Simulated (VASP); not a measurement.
Band structure of Sm (relaxed from the simple-cubic structure, space group Pm-3m). Calculation: r2SCAN meta-GGA, VASP's PBE PAW potentials (set 64) (plane waves; VASP 6.6.1).

The 4f electrons are frozen in the core of the lanthanide potential, so 4f levels, which can set the real gap, and their magnetism are missing.

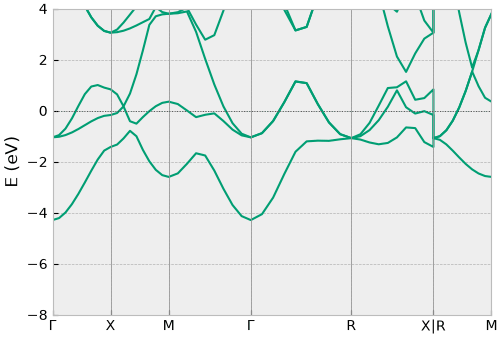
Figure: Bands along high-symmetry lines, zero at the valence-band maximum or, without a gap, the Fermi level

**Question.** Read the plot: is there a gap, and where are the band edges?

**Answer.** It has no gap at this level: it comes out as a metal or semimetal.

The structure was generated: Sm was put into the simple-cubic type (Pm-3m), which need not be its known phase. It was relaxed first, which changed the volume by -10 %.
